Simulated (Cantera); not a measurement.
Input: 1 mol Cu₂O, a varied amount of CO, 0.38 mol N₂, at 1675 K and 11.0 Pa.

Method: chemical equilibrium by Gibbs-energy minimisation in Cantera with the NASA 1993 tables (ideal gas, pure condensed phases). Candidate condensed phases: C, Cu, CuO, Cu₂O; 27 gas species. Rates play no part.

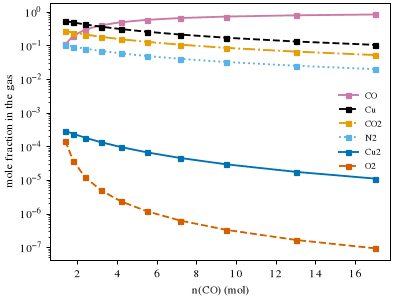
Equilibrium gas composition (values under 1e-9 drawn at 1e-9)

From 1.4 mol CO to 17 mol CO nothing is condensed. The main Cu-bearing gas is Cu throughout.
